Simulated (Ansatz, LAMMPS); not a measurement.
# Site preference of As in place of Si in amorphous 46SiO2-54Al2O3 (mol %) (114 atoms)

Aim: make As in place of Si at several sites of amorphous 46SiO2-54Al2O3 (mol %) (114 atoms), relax each, and compare their energies.

Main program and level: Ansatz 0.2.0; Kohn-Sham DFT, PBE, PAW (set soft_2), plane waves.

### Step 1. Set-up

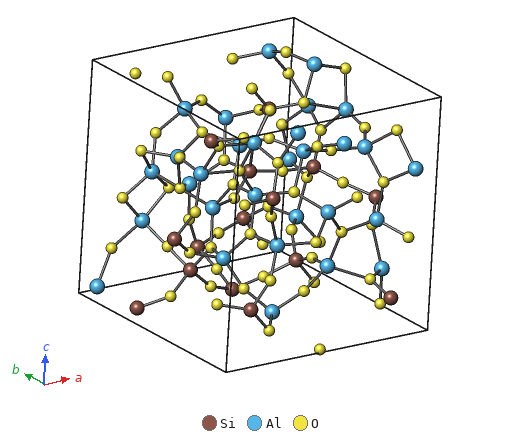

The starting structure, seen slightly off an axis (silicon brown, aluminium blue, oxygen yellow). Bonds to atoms that aren't drawn are left out. Some periodic images of atoms are drawn too.

The cell holds 114 atoms: 13 Si, 30 Al and 71 O. Its edges and angles: a = 11.246 Å, b = 11.246 Å, c = 11.246 Å, α = 90.0°, β = 90.0°, γ = 90.0°. 114 atoms (13 Si, 30 Al, 71 O) placed at random at 2.7 g/cm³, melted at 5000 K for 10 ps at fixed volume with the Morse and Coulomb pair potential with partial charges (Pedone, Malavasi, Menziani, Cormack and Segre, J. Phys. Chem. B 110, 11780 (2006)). Quenched from 5000 K to 300 K at 50 K/ps and fixed volume, held 5 ps, then minimised at fixed cell.

What the set-up can't give: The quench rate of 50 K/ps far exceeds what a furnace or splat quench reaches, so expect more defects and frozen-in strain than in a real sample. The network of bonds at the start is that of the classical potential that made the cell, and needn't be the one that DFT or experiment would give. The Brillouin zone is sampled at Γ only, in a cell whose shortest periodic width is 11 Å.

### Step 2. Single point at the start

The forces at the start show how far the geometry lies from a minimum of this functional.

Contents of input.yaml:

```yaml
crystal:
  lattice:
    - [11.2458, 0.0, 0.0]
    - [0.0, 11.2458, 0.0]
    - [0.0, 0.0, 11.2458]
  atoms:
    - { symbol: Si, position: [0.047, 0.67156, 0.03868] }
    - { symbol: Si, position: [0.00276, 0.39444, 0.43636] }
    - { symbol: Si, position: [0.51589, 0.66714, 0.0357] }
    - { symbol: Si, position: [0.58822, 0.69374, 0.51999] }
    - { symbol: Si, position: [0.22699, 0.05467, 0.68545] }
    - { symbol: Si, position: [0.00919, 0.19687, 0.92316] }
    - { symbol: Si, position: [0.8048, 0.99827, 0.17471] }
    - { symbol: Si, position: [0.53474, 0.93669, 0.12204] }
    - { symbol: Si, position: [0.86455, 0.6357, 0.50857] }
    - { symbol: Si, position: [0.27491, 0.63406, 0.1732] }
    - { symbol: Si, position: [0.1842, 0.10186, 0.20026] }
    - { symbol: Si, position: [0.71185, 0.51456, 0.17759] }
    - { symbol: Si, position: [0.64979, 0.66896, 0.78378] }
    - { symbol: Al, position: [0.35446, 0.83726, 0.78143] }
    - { symbol: Al, position: [0.25082, 0.39024, 0.31118] }
    - { symbol: Al, position: [0.35428, 0.34087, 0.58046] }
    - { symbol: Al, position: [0.84608, 0.17514, 0.44321] }
    - { symbol: Al, position: [0.1894, 0.64919, 0.66898] }
    - { symbol: Al, position: [0.93623, 0.24034, 0.19406] }
    - { symbol: Al, position: [0.58591, 0.15672, 0.52793] }
    - { symbol: Al, position: [0.82031, 0.61188, 0.96448] }
    - { symbol: Al, position: [0.21315, 0.88912, 0.30939] }
    - { symbol: Al, position: [0.33222, 0.14716, 0.43473] }
    - { symbol: Al, position: [0.31548, 0.03172, 0.95872] }
    - { symbol: Al, position: [0.55416, 0.03523, 0.8686] }
    - { symbol: Al, position: [0.84154, 0.27535, 0.72092] }
    - { symbol: Al, position: [0.04802, 0.94432, 0.03782] }
    - { symbol: Al, position: [0.3957, 0.23806, 0.10654] }
    - { symbol: Al, position: [0.20761, 0.83657, 0.53821] }
    - { symbol: Al, position: [0.95565, 0.81429, 0.69268] }
    - { symbol: Al, position: [0.65992, 0.23772, 0.25604] }
    - { symbol: Al, position: [0.34194, 0.59898, 0.44036] }
    - { symbol: Al, position: [0.93168, 0.05131, 0.68752] }
    - { symbol: Al, position: [0.09943, 0.37189, 0.70673] }
    - { symbol: Al, position: [0.46766, 0.92643, 0.40763] }
    - { symbol: Al, position: [0.42698, 0.55604, 0.70684] }
    - { symbol: Al, position: [0.27534, 0.26478, 0.84455] }
    - { symbol: Al, position: [0.81222, 0.90385, 0.92271] }
    - { symbol: Al, position: [0.94561, 0.5511, 0.76796] }
    - { symbol: Al, position: [0.94886, 0.90934, 0.43222] }
    - { symbol: Al, position: [0.86577, 0.73124, 0.26192] }
    - { symbol: Al, position: [0.62036, 0.91408, 0.66869] }
    - { symbol: Al, position: [0.55309, 0.29957, 0.7466] }
    - { symbol: O, position: [0.69993, 0.31161, 0.7197] }
    - { symbol: O, position: [0.49396, 0.91381, 0.76668] }
    - { symbol: O, position: [0.55737, 0.63943, 0.66116] }
    - { symbol: O, position: [0.92105, 0.51062, 0.4735] }
    - { symbol: O, position: [0.11012, 0.53313, 0.71987] }
    - { symbol: O, position: [0.52198, 0.16953, 0.81661] }
    - { symbol: O, position: [0.47552, 0.01357, 0.008] }
    - { symbol: O, position: [0.91672, 0.05197, 0.39622] }
    - { symbol: O, position: [0.11025, 0.28031, 0.85562] }
    - { symbol: O, position: [0.75957, 0.58674, 0.81924] }
    - { symbol: O, position: [0.10778, 0.42535, 0.34906] }
    - { symbol: O, position: [0.49404, 0.26869, 0.59278] }
    - { symbol: O, position: [0.48633, 0.65044, 0.43709] }
    - { symbol: O, position: [0.27638, 0.12518, 0.57543] }
    - { symbol: O, position: [0.87165, 0.17834, 0.59773] }
    - { symbol: O, position: [0.83959, 0.88559, 0.2586] }
    - { symbol: O, position: [0.80728, 0.14436, 0.20489] }
    - { symbol: O, position: [0.2485, 0.75886, 0.23674] }
    - { symbol: O, position: [0.47833, 0.43259, 0.77015] }
    - { symbol: O, position: [0.9129, 0.73878, 0.41976] }
    - { symbol: O, position: [0.72257, 0.6533, 0.5104] }
    - { symbol: O, position: [0.52838, 0.21007, 0.18197] }
    - { symbol: O, position: [0.80418, 0.50747, 0.06801] }
    - { symbol: O, position: [0.29942, 0.89023, 0.91001] }
    - { symbol: O, position: [0.31629, 0.30652, 0.43192] }
    - { symbol: O, position: [0.60004, 0.57621, 0.10636] }
    - { symbol: O, position: [0.53656, 0.80285, 0.07222] }
    - { symbol: O, position: [0.76039, 0.61983, 0.26282] }
    - { symbol: O, position: [0.47344, 0.07778, 0.4458] }
    - { symbol: O, position: [0.30398, 0.54583, 0.29445] }
    - { symbol: O, position: [0.07722, 0.1855, 0.21414] }
    - { symbol: O, position: [0.66883, 0.97971, 0.14278] }
    - { symbol: O, position: [0.12398, 0.96414, 0.18167] }
    - { symbol: O, position: [0.32634, 0.87554, 0.4348] }
    - { symbol: O, position: [0.35599, 0.2786, 0.96588] }
    [... 30 atom lines left out ...]
    - { symbol: O, position: [0.06961, 0.80319, 0.99581] }
    - { symbol: O, position: [0.91654, 0.90578, 0.80777] }
    - { symbol: O, position: [0.78696, 0.75944, 0.97244] }
    - { symbol: O, position: [0.15993, 0.60336, 0.09176] }
    - { symbol: O, position: [0.68819, 0.19535, 0.41145] }
    - { symbol: O, position: [0.27908, 0.10435, 0.81308] }
kpoints:
  mp_grid: { grid: [1, 1, 1] }
hamiltonian:
  xc: pbe
scf:
  occupations: { method: fermi_dirac, width: 0.025 }
output:
  forces: true
```

Run with:

```bash
$ ansatz run input.yaml --threads 4 --pin off --max-ram 8192MiB --backend cpu --events-out ev --progress --plain --runs-dir out
```

Numbers of over 12 decimals in the logs are rounded to 6 here.

The log of the run:

```text
Engine: ansatz 0.2.0, x86_64-unknown-linux-gnu
Pseudopotentials: kind: paw
Pseudopotential: Si, paw, valence charge 4, recommended cutoff 420 eV (normal), Si.paw.azcp
Pseudopotential: Al, paw, valence charge 3, recommended cutoff 420 eV (normal), Al.paw.azcp
Pseudopotential: O, paw, valence charge 6, recommended cutoff 420 eV (normal), O.paw.azcp
[... 5 lines on functional and potentials left out ...]
Crystal: 114 atoms, lattice volume = 1422.234 Å³
Basis set: ecut = 420 eV, 27825 PW (Γ), exchange–correlation on 160×160×160 points (8 copies of the dense FFT grid, shifted against one another)
Bands: 398, of which v1, the nominal top of the filled ones, is band 284 counted from 1 (283 counted from 0)
Symmetry: 1 space group operations
Space group: P1 (ITA 1), of the structure as read, at distance tolerance 1.1e-4 Å
k-points: 1
[... 7 lines on functional and potentials left out ...]
Initial density: superposition of atomic densities (neutral atoms: chi_scale 0, normalization atom), corrected by the library's trained network
Initial wavefunctions: pseudopotential atomic-orbital guess
Functional: x = pbe(κ = 0.804, μ = 0.219515), c = pbe(β = 0.066725)
SCF iter   1: F=—  HF=-64812.511967 eV  |F-HF|=—  |Δ(HF+E_count)|=         —  Δρ=2.46e-3  dr2=1.15e-1  ethr=1.77e-3  ⟨swp⟩=6.0  Hψ=1786  notcnv=0  defer=56
preconditioner: auto → Resta (q_TF=auto, 2.341 Å⁻¹)  ε∞=3.2  [insulator: Δε(μ)=3.214 eV  Ē_g=15.724 eV  σ=0.025 eV  W_gap=1.00  n_scr=304 (ndim 8)  ℏωp=23.5 eV  f_vac=0.118  D(μ)=0.00/eV (n_scr^D=0)  ε∞_Penn≈3.2]
SCF iter   2: F=—  HF=-64812.502572 eV  |F-HF|=—  |Δ(HF+E_count)|=   9.39e-3  Δρ=1.39e-3  dr2=2.88e-2  ethr=2.03e-5  ⟨swp⟩=2.0  Hψ=681  notcnv=0  defer=110
SCF iter   3: F=—  HF=-64812.503431 eV  |F-HF|=—  |Δ(HF+E_count)|=   8.58e-4  Δρ=5.84e-4  dr2=8.02e-3  ethr=5.07e-6  ⟨swp⟩=2.0  Hψ=512  notcnv=0  defer=41
automatic band count: iteration 3 solves 329 bands in place of 398: the levels show a gap, and the empty bands left out lie too high to hold charge; the band table lists the bands solved (type scf.n_extra_bands for more)
SCF iter   4: F=—  HF=-64812.503250 eV  |F-HF|=—  |Δ(HF+E_count)|=   1.81e-4  Δρ=1.65e-4  dr2=5.18e-4  ethr=1.41e-6  ⟨swp⟩=2.0  Hψ=511  notcnv=0  defer=41
SCF iter   5: F=—  HF=-64812.503325 eV  |F-HF|=—  |Δ(HF+E_count)|=   7.50e-5  Δρ=9.52e-5  dr2=1.18e-4  ethr=9.12e-8  ⟨swp⟩=2.0  Hψ=523  notcnv=0  defer=41
SCF iter   6: F=—  HF=-64812.503356 eV  |F-HF|=—  |Δ(HF+E_count)|=   3.09e-5  Δρ=4.70e-5  dr2=2.79e-5  ethr=2.07e-8  ⟨swp⟩=2.0  Hψ=561  notcnv=0  defer=41
SCF iter   7: F=—  HF=-64812.501627 eV  |F-HF|=—  |Δ(HF+E_count)|=   1.73e-3  Δρ=1.35e-5  dr2=2.60e-6  ethr=4.92e-9  ⟨swp⟩=2.0  Hψ=572  notcnv=0  defer=41
SCF iter   8: F=—  HF=-64812.501629 eV  |F-HF|=—  |Δ(HF+E_count)|=   1.76e-6  Δρ=9.82e-6  dr2=1.11e-6  ethr=4.59e-10  ⟨swp⟩=2.0  Hψ=572  notcnv=0  defer=41
SCF iter   9: F=-64812.501628 eV  HF=-64812.501628 eV  |F-HF|=1.22e-9  |Δ(HF+E_count)|=   1.07e-7  Δρ=2.30e-6  dr2=6.79e-8  ethr=1.76e-11  ⟨swp⟩=3.0  Hψ=1296  notcnv=0
SCF 1 converged in 9 iterations: F = -64812.501628 eV  dr2 = 6.79e-8
  greatest PAW one-centre occupation: 0.865 electrons in one spin orbital (limit 2), on the O atom at site 73 (counted from 0), in its partial waves of l = 0
SCF converged after 9 iterations
Free energy (F): -64812.501628 eV
Harris-Foulkes:  -64812.501628 eV  (|F-HF|=1.22e-9)
Internal energy: -64812.501628 eV  (E = F + TS)
E sigma→0 (E₀):  -64812.501628 eV
Fermi energy:    5.818456 eV
--- Per-component energies (eV) ---
  E_band       = -1908.158201
  E_kinetic    = 14027.919583
  E_local      = -37100.427092  (includes V_loc(G=0)·N_el)
  E_nonlocal   = 4021.722060
  E_hartree    = 14076.216579
  E_xc         = -7219.293589
  E_vxc        = -8254.327765  (∫ρ·V_xc dr)
  E_paw        = -31979.685111  (= ΣΔE_a)
  E_vpaw       = -2755.649042  (= ΣTr[D̂ρ^β])
  E_aug_tail   = 0.180940  (compensation charges beyond the density's cutoff)
  E_ewald      = -20639.134999
  E_smearing   = -0.000000  (= −TS)
  E_closure    = -0.000000  (closes the sum)
  Σ components = -64812.501628   (vs F -64812.501628, Δ=0.00e0)
--- Forces (eV/Å), atoms counted from 1 ---
  atom   1  Si    -1.15191721     1.02799963     0.77515858
  atom   2  Si     0.71226262     0.36467524     1.31679433
  atom   3  Si     1.50815471     0.23754220     0.44514808
  atom   4  Si    -0.21900364     0.61111172     1.42530269
  atom   5  Si    -0.40687836    -0.51910911     0.18325117
  atom   6  Si     0.65505257    -0.60655308     0.57031778
  atom   7  Si     0.17062883    -0.63552541    -0.15143468
  atom   8  Si    -0.21246795    -0.74519570     0.10489536
  atom   9  Si     0.31809104    -0.14734165     0.53923102
  atom  10  Si    -0.40023894     1.43290961     0.47782392
  atom  11  Si    -0.28167021    -0.92187946    -0.51213448
  atom  12  Si     0.60447656     1.56678956    -1.16144592
  atom  13  Si    -0.30751413     1.18698833    -0.03909931
  atom  14  Al     0.58973189     0.53548727    -0.14769908
[...]
atom 113  O      0.18128416     0.38195717    -0.45551519
  atom 114  O      0.40077848     0.47594203     0.74534926
  max |Σ_I F_I| component: 1.26e-4 eV/Å
```

Wall time 27 s (4 threads of Intel Xeon at 2.50GHz (Skylake/Cascade Lake), shared host); peak memory 1.9 GiB; 87 s of CPU time.

In the SCF lines HF is the Harris–Foulkes energy and dr2 the Hartree energy of the density residual, in eV; the loop may stop once dr2 is under the threshold and the program's other checks hold. Hψ counts applications of the Hamiltonian.

The r.m.s. force at the start is 0.61 eV/Å.

### Step 3. Relaxation

With the cell held, the atoms are moved downhill towards a nearby minimum.

Contents of input.yaml:

```yaml
crystal:
  lattice:
    - [11.2458, 0.0, 0.0]
    - [0.0, 11.2458, 0.0]
    - [0.0, 0.0, 11.2458]
  atoms:
    [... the 114 atom lines of step 2 ...]
kpoints:
  mp_grid: { grid: [1, 1, 1] }
hamiltonian:
  xc: pbe
scf:
  occupations: { method: fermi_dirac, width: 0.025 }
output:
  forces: true
relax:
  f_tol: 0.05
  max_steps: 150
```

The log of the run:

```text
[...]
Crystal: 114 atoms, lattice volume = 1422.234 Å³
Basis set: ecut = 420 eV, 27825 PW (Γ), exchange–correlation on 160×160×160 points (8 copies of the dense FFT grid, shifted against one another)
Bands: 398, of which v1, the nominal top of the filled ones, is band 284 counted from 1 (283 counted from 0)
Symmetry: 1 space group operations
[...]
k-points: 1
[...]
SCF iter   1: F=—  HF=-64812.511967 eV  |F-HF|=—  |Δ(HF+E_count)|=         —  Δρ=2.46e-3  dr2=1.15e-1  ethr=1.77e-3  ⟨swp⟩=6.0  Hψ=1786  notcnv=0  defer=56
[...]
SCF iter   6: F=-64812.501615 eV  HF=-64812.501626 eV  |F-HF|=1.11e-5  |Δ(HF+E_count)|=   1.94e-5  Δρ=4.65e-5  dr2=2.77e-5  ethr=1.10e-8  ⟨swp⟩=2.0  Hψ=1247  notcnv=0
SCF 1 converged in 6 iterations: F = -64812.501615 eV  dr2 = 2.77e-5
[...]
relax step   1: F+E_penalty+E_count = -64812.50161482 eV  Δ(F+E_penalty+E_count) = +0.000e0 eV  max|allowed force component| = 1.893e0 eV/Å  Δτ_max = 0.0000 Å  (6 SCF iters, dr2 threshold 6.25e-5 eV, accepted)
[...]
relax step   2: F+E_penalty+E_count = -64813.98667631 eV  Δ(F+E_penalty+E_count) = -1.485e0 eV  max|allowed force component| = 1.299e0 eV/Å  Δτ_max = 0.0614 Å  (5 SCF iters, dr2 threshold 1.00e-4 eV, accepted)
[...]
relax step   3: F+E_penalty+E_count = -64815.25784880 eV  Δ(F+E_penalty+E_count) = -1.271e0 eV  max|allowed force component| = 4.898e-1 eV/Å  Δτ_max = 0.1114 Å  (6 SCF iters, dr2 threshold 1.00e-4 eV, accepted)
relax step   4: F+E_penalty+E_count = -64815.62567883 eV  Δ(F+E_penalty+E_count) = -3.678e-1 eV  max|allowed force component| = 5.375e-1 eV/Å  Δτ_max = 0.2000 Å  (7 SCF iters, dr2 threshold 3.41e-5 eV, accepted)
relax step   5: F+E_penalty+E_count = -64815.72710025 eV  Δ(F+E_penalty+E_count) = -1.014e-1 eV  max|allowed force component| = 5.230e-1 eV/Å  Δτ_max = 0.0700 Å  (6 SCF iters, dr2 threshold 4.11e-5 eV, accepted)
relax step   6: F+E_penalty+E_count = -64815.98546231 eV  Δ(F+E_penalty+E_count) = -2.584e-1 eV  max|allowed force component| = 4.131e-1 eV/Å  Δτ_max = 0.2000 Å  (6 SCF iters, dr2 threshold 1.00e-4 eV, accepted)
relax step   7: F+E_penalty+E_count = -64816.11229168 eV  Δ(F+E_penalty+E_count) = -1.268e-1 eV  max|allowed force component| = 1.128e0 eV/Å  Δτ_max = 0.1704 Å  (6 SCF iters, dr2 threshold 1.00e-4 eV, accepted)
relax step   8: F+E_penalty+E_count = -64816.35297109 eV  Δ(F+E_penalty+E_count) = -2.407e-1 eV  max|allowed force component| = 3.222e-1 eV/Å  Δτ_max = 0.2000 Å  (7 SCF iters, dr2 threshold 1.00e-4 eV, accepted)
relax step   9: F+E_penalty+E_count = -64816.46369521 eV  Δ(F+E_penalty+E_count) = -1.107e-1 eV  max|allowed force component| = 3.484e-1 eV/Å  Δτ_max = 0.2000 Å  (7 SCF iters, dr2 threshold 8.47e-6 eV, accepted)
relax step  10: F+E_penalty+E_count = -64816.43211942 eV  Δ(F+E_penalty+E_count) = +3.158e-2 eV  max|allowed force component| = 7.275e-1 eV/Å  Δτ_max = 0.1135 Å  (6 SCF iters, dr2 threshold 9.90e-6 eV, rejected (line search))
relax step  11: F+E_penalty+E_count = -64816.49671938 eV  Δ(F+E_penalty+E_count) = -3.302e-2 eV  max|allowed force component| = 9.297e-2 eV/Å  Δτ_max = 0.0568 Å  (9 SCF iters, accepted)
relax step  12: F+E_penalty+E_count = -64816.51730336 eV  Δ(F+E_penalty+E_count) = -2.058e-2 eV  max|allowed force component| = 6.649e-2 eV/Å  Δτ_max = 0.1000 Å  (9 SCF iters, accepted)
relax step  13: F+E_penalty+E_count = -64816.52092578 eV  Δ(F+E_penalty+E_count) = -3.622e-3 eV  max|allowed force component| = 2.705e-1 eV/Å  Δτ_max = 0.1500 Å  (9 SCF iters, accepted)
relax step  14: F+E_penalty+E_count = -64816.64142023 eV  Δ(F+E_penalty+E_count) = -1.205e-1 eV  max|allowed force component| = 6.316e-1 eV/Å  Δτ_max = 0.2000 Å  (7 SCF iters, dr2 threshold 3.74e-5 eV, accepted)
relax step  15: F+E_penalty+E_count = -64816.84981124 eV  Δ(F+E_penalty+E_count) = -2.084e-1 eV  max|allowed force component| = 4.417e-1 eV/Å  Δτ_max = 0.1977 Å  (6 SCF iters, dr2 threshold 1.00e-4 eV, accepted)
relax step  16: F+E_penalty+E_count = -64816.79903844 eV  Δ(F+E_penalty+E_count) = +5.077e-2 eV  max|allowed force component| = 4.851e-1 eV/Å  Δτ_max = 0.2000 Å  (6 SCF iters, dr2 threshold 9.54e-5 eV, rejected (line search))
relax step  17: F+E_penalty+E_count = -64816.95122545 eV  Δ(F+E_penalty+E_count) = -1.014e-1 eV  max|allowed force component| = 5.018e-2 eV/Å  Δτ_max = 0.1000 Å  (9 SCF iters, accepted)
relax step  18: F+E_penalty+E_count = -64816.95184241 eV  Δ(F+E_penalty+E_count) = -6.170e-4 eV  max|allowed force component| = 8.542e-2 eV/Å  Δτ_max = 0.1000 Å  (9 SCF iters, accepted)
relax step  19: F+E_penalty+E_count = -64816.95361122 eV  Δ(F+E_penalty+E_count) = -1.769e-3 eV  max|allowed force component| = 1.111e-1 eV/Å  Δτ_max = 0.0850 Å  (9 SCF iters, accepted)
relax step  20: F+E_penalty+E_count = -64816.95628740 eV  Δ(F+E_penalty+E_count) = -2.676e-3 eV  max|allowed force component| = 2.012e-2 eV/Å  Δτ_max = 0.0202 Å  (5 SCF iters, dr2 threshold 1.23e-5 eV, accepted)
[...]
relax step  21: F+E_penalty+E_count = -64816.95628961 eV  Δ(F+E_penalty+E_count) = -2.212e-6 eV  max|allowed force component| = 2.012e-2 eV/Å  Δτ_max = 0.0000 Å  (4 SCF iters, accepted)
SCF converged after 4 iterations
Free energy (F): -64816.956290 eV
[...]
Internal energy: -64816.956290 eV  (E = F + TS)
E sigma→0 (E₀):  -64816.956290 eV
Fermi energy:    5.711096 eV
[...]
--- Forces (eV/Å), atoms counted from 1 ---
  atom   1  Si     0.00824864     0.00399406     0.00308776
  atom   2  Si    -0.00098571     0.01255352    -0.00175479
  atom   3  Si     0.00339957    -0.01613688     0.00375731
  atom   4  Si     0.00313795    -0.00093210     0.00258480
  atom   5  Si    -0.00063516     0.00219311     0.00089297
  atom   6  Si    -0.00353214     0.00177244     0.00459705
  atom   7  Si     0.00647004    -0.00915242     0.00115826
  atom   8  Si     0.00135098    -0.00677086     0.00010967
  atom   9  Si    -0.00177334     0.00115726    -0.00623143
  atom  10  Si    -0.00903438     0.00048625     0.00045900
  atom  11  Si    -0.00625743    -0.00047761     0.00090636
  atom  12  Si     0.00871322     0.00853346     0.00609417
  atom  13  Si     0.00633761    -0.00039959     0.00202450
  atom  14  Al    -0.00176396     0.00598926     0.00161945
[...]
atom 113  O     -0.00073260    -0.00006405     0.00387403
  atom 114  O     -0.00006321     0.00208355     0.00443394
  max |Σ_I F_I| component: 1.62e-4 eV/Å
--- Relaxed structure (21 steps of the walk, 19 accepted, 0 SCFs on fresh bases) ---
  F+E_penalty+E_count = -64816.95628961 eV   max|allowed force component| = 2.012e-2 eV/Å
  atoms:
    - { symbol: Si, position: [0.058999, 0.677572, 0.031942] }
    - { symbol: Si, position: [-0.000494316, 0.387472, 0.434697] }
    - { symbol: Si, position: [0.524431, 0.660938, 0.047627] }
    - { symbol: Si, position: [0.581348, 0.694300, 0.511797] }
[...]
- { symbol: O, position: [0.283472, 0.105176, 0.825788] }
```

The job ended after 10 min (4 threads; peak memory 1.9 GiB).

The relaxation converged after 21 steps, 4.45 eV below its start, with a largest force component of 0.020 eV/Å.

[end of part 1 of 5]

[Logs are printed without paths, hosts, clocks, repeated set-up lines and the standing remarks that a program may print on its own settings, such as how far it seeks lower states.]

[Hosts, paths, dates, database ids (printed as entryN), source tags and the programs' standing remarks are cut or masked in the printed files.]
